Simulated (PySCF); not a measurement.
## Electronic structure of C4H7BF2O in real space

Input file:

```
{"job": {"kind": "uv", "xc": "PBE0", "basis": "def2-SVPD", "nstates": 8, "ntriplets": 3}, "charge": 0, "multiplicity": 1}
C      0.838582    -1.280796     0.259240
C      0.415321     0.080033    -0.315120
C     -0.886799     0.563189     0.344070
C     -2.102938    -0.149948    -0.173830
O     -2.130261    -0.901319    -1.105968
B      1.574349     1.158968    -0.276119
F      2.848403     0.856455    -0.403326
F      1.347592     2.452439    -0.144381
H      1.743851    -1.630278    -0.229085
H      1.034301    -1.202422     1.326513
H      0.052363    -2.013627     0.099777
H      0.174595    -0.091430    -1.374884
H     -1.045426     1.629152     0.154253
H     -0.843352     0.439179     1.428441
H     -3.024994     0.098395     0.388506
```

Command:

```sh
OMP_NUM_THREADS=1 python probes_run.py task.json out
```

Geometry: GFN2-xTB.

Level of theory: PBE0/def2-SVPD, SCF density, gas phase in PySCF.

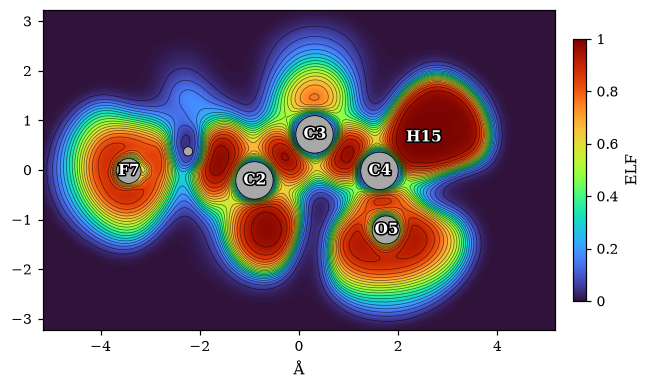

Figure 1. Electron localisation function on the plane of atoms O5, C4 and H15. Grey discs cover the atomic cores.

Question: Interpret the plot.

Answer:
- The section cuts through C, O, F and H sites.
- C–O (1.20 Å): the ELF peaks at about 0.90 between the atoms; a multiple bond.
- C–C (1.50 Å): the ELF peaks at about 0.95 between the atoms, as expected for a covalent bond.
- C–H (1.11 Å): the ELF climbs to about 1 towards the hydrogen, as it does in any bond to H: a covalent bond by its length.
- The ELF also peaks beside O5 and F7, away from the bonds: lone-pair regions.

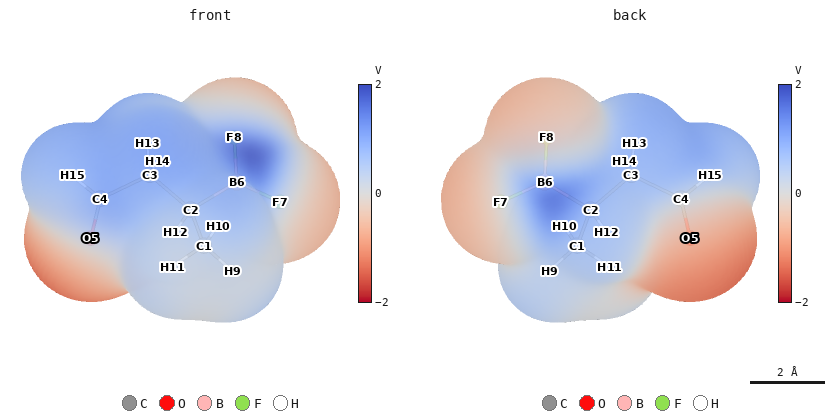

Figure 2. The electrostatic potential painted on the density surface at 0.001 e/bohr³, seen from the front and from behind; the colour scale runs from red (negative) to blue (positive).

Question: Which sites attract a positive test charge, and which a negative one?

Answer: A positive charge is drawn to the negative regions and a negative charge to the positive ones. The most negative region (about −1.3 V) lies over O5, the most positive (about +1.6 V) over B6. O5 is the likeliest acceptor of a hydrogen bond.

Question: How polar is the molecule by this calculation?

Answer: Its dipole moment is 2.03 D.
